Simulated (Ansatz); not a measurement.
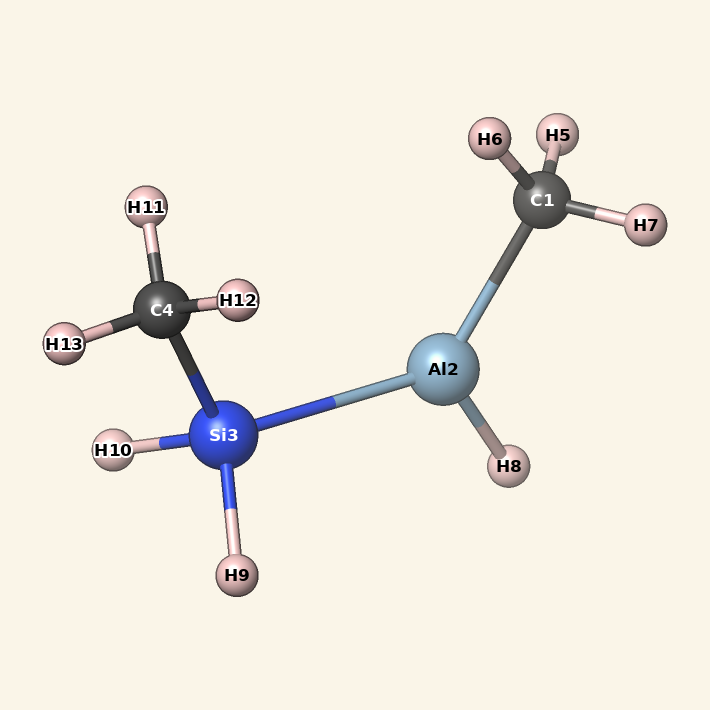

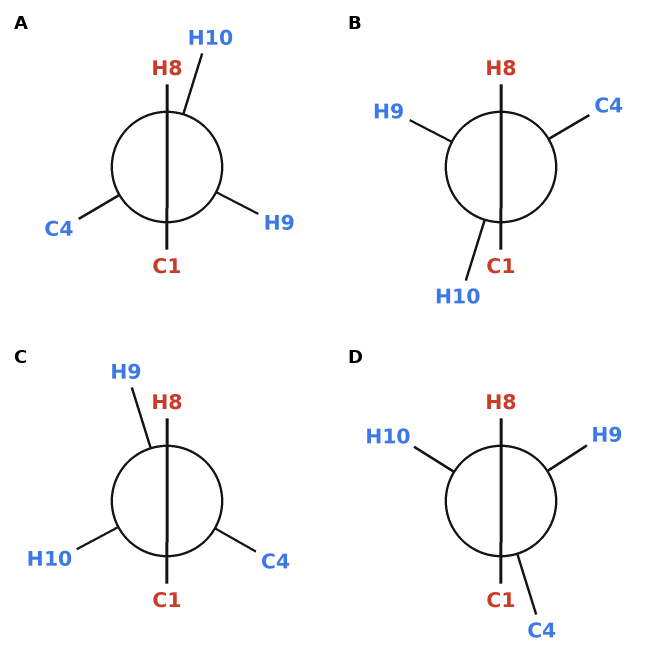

Atoms fade into the background with distance from the viewer. Bonds that would overlap in a projection are set slightly apart. The geometry was computed by an optimisation with PBE0-D4/def2-TZVP. No frequency run is at hand to confirm it as a minimum.

**Which Newman projection shows the view along Al2–Si3, with Al2 in front?**

D. The torsion angle C1–Al2–Si3–C4 is 0°, synperiplanar (eclipsed).
